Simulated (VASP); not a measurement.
Given:

```yaml
crystal:
  lattice:
    - [0.00000, 2.59844, 2.59844]
    - [2.59844, 0.00000, 2.59844]
    - [2.59844, 2.59844, 0.00000]
  atoms:
    - { symbol: Mg, position: [0.00000, 0.00000, 0.00000] }
    - { symbol: S, position: [0.50000, 0.50000, 0.50000] }
```

Calculation: rev-vdW-DF2, VASP's PBE PAW potentials (set 64) (plane waves; VASP). Numerical set-up: 520 eV cut-off, 10×10×10 Γ-centred mesh, tetrahedra with Blöchl corrections, potentials Mg S.

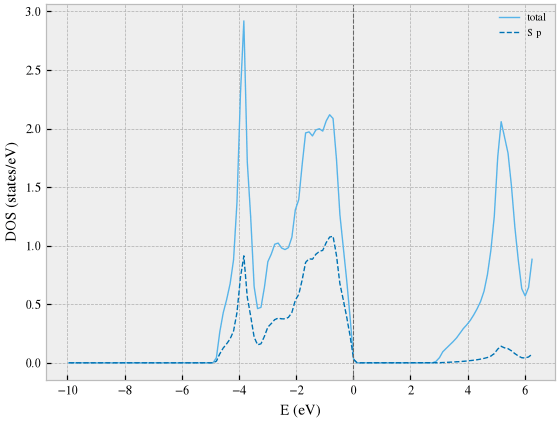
Fig. 1. Total and projected density of states, zero at the valence-band maximum

Within 2 eV below the valence-band maximum the largest weight inside VASP's projection spheres is S p.

The gap is indirect, 2.78 eV, from the valence maximum at Γ to the conduction minimum at X.

The compound is MgS in the rock salt structure. It was relaxed first.
